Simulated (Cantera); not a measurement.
Input: 1 mol Si, 1.3 mol HF, 1.5 mol N2, equilibrated at 69000 Pa.

These are equilibrium values from Cantera (NASA tables, ideal gas, pure condensed phases), not measurements of a reactor. Candidate condensed phases: Si, Si3N4; 37 gas species. N2 is the only nitrogen source here; it is nearly inert below about 1500 K, so the nitride shown seldom forms there in practice. The tables' values for SiF3 are old estimates; treat these amounts as uncertain. Kinetics and transport are ignored.

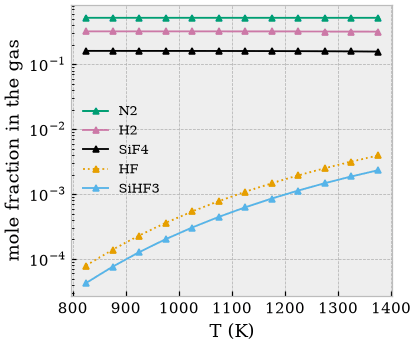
Figure: Equilibrium gas composition (values under 1e-9 drawn at 1e-9)

Q: Read off the mole fractions at 1125 K.

A: N2 about 0.52, H2 about 0.32, SiF4 about 0.16, HF about 0.0011, SiHF3 about 0.00063.
